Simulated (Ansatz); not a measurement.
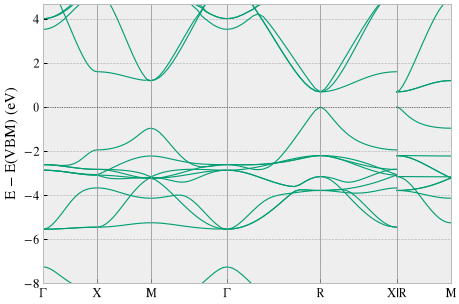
*Band structure from r²SCAN in the plane-wave PAW code Ansatz*

### Question
Read off the gap and where the band edges lie.

### Answer
About 0.7 eV (0.69 eV by a search for the band edges); maximum at R, minimum at R.

### Question
Which compound is it?
A) SiC, Pm-3n (Si on 6c, C on 6d)
B) CsGeBr3, cubic perovskite
C) InP, Pm-3n (In on 6c, P on 6d)
D) VCu3Se4, P-43m (V on 1a, Cu on 3d, Se on 4e)

### Answer
B, CsGeBr3, cubic perovskite

Space group Pm-3m (cubic perovskite). The first step of the workflow began from a Materials Project structure, measured or hypothetical; the Crystallography Open Database copy checked does not list it. Whether it is the stable phase at ambient conditions was not checked. The cell was relaxed with r²SCAN under the symmetry of its start; its stability against distortions is not shown here. Spin–orbit coupling is left out wherever it is not named.

Potentials: the later of the program's two PAW sets.
